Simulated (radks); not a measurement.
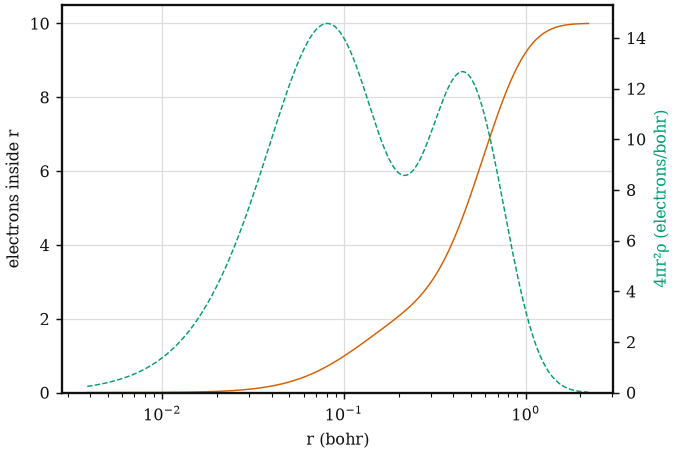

The Al³⁺ ion; electrons: [Ne]. Computed with the in-house radial solver radks: Dirac Kohn-Sham, HCTH/407, spin-unpolarised, spherical densities, point nucleus.

The plot shows the number of electrons inside radius r (solid) and the radial density 4πr²ρ (dashed).

Read the plot.

The count levels off at 10 electrons. Half of them lie within 0.469 bohr, 90 % within 0.940 bohr and 99 % within 1.48 bohr. The radial density has a minimum at 0.215 bohr, where the count stands at 2.2; this parts the shells that the density resolves.
